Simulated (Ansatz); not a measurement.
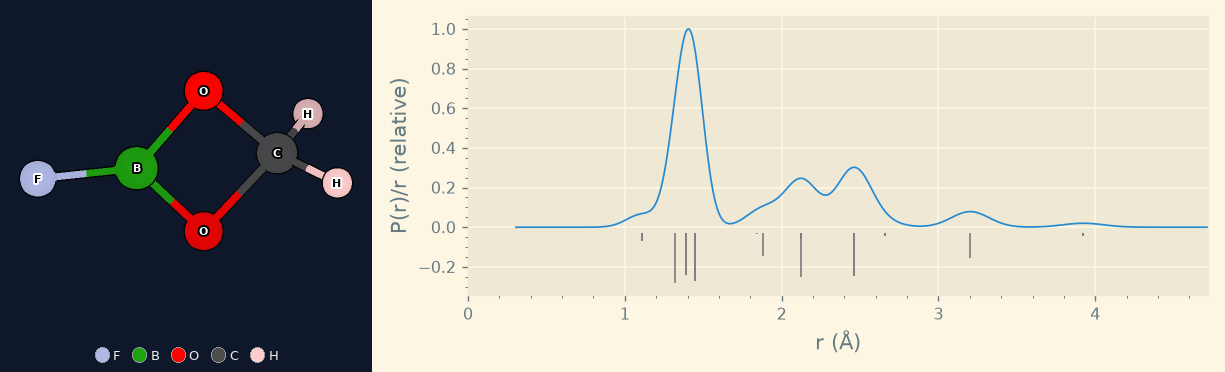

Simulated gas electron diffraction: radial distribution curve of CH2BFO2. Each pair of atoms contributes with weight ZᵢZⱼ/r (bars below the curve); damping constant 0.0015 Å²; vibrational amplitudes assumed, not computed: 0.05 Å for bonds, 0.078 Å for bonds to H, 0.06 + 0.015 r up to 0.15 Å for other pairs. The geometry is the end point of an optimisation (Ansatz, RKS PBE-D4/def2-SVPD); it may be a saddle point or a higher isomer. SMILES: FB1OCO1.

Which pairs of atoms lie under the first 4 clear peaks? Mark bonded pairs by – and others by ···.

Answer. Peak 1, 1.41 Å: F–B 1.32 Å, O–B 1.39 Å (×2), O–C 1.45 Å (×2), not resolved
Peak 2, 2.12 Å: O···O 2.13 Å, O···H 2.13 Å (×4); in its flanks C···B 1.88 Å
Peak 3, 2.46 Å: F···O 2.46 Å (×2)
Peak 4, 3.20 Å: F···C 3.20 Å
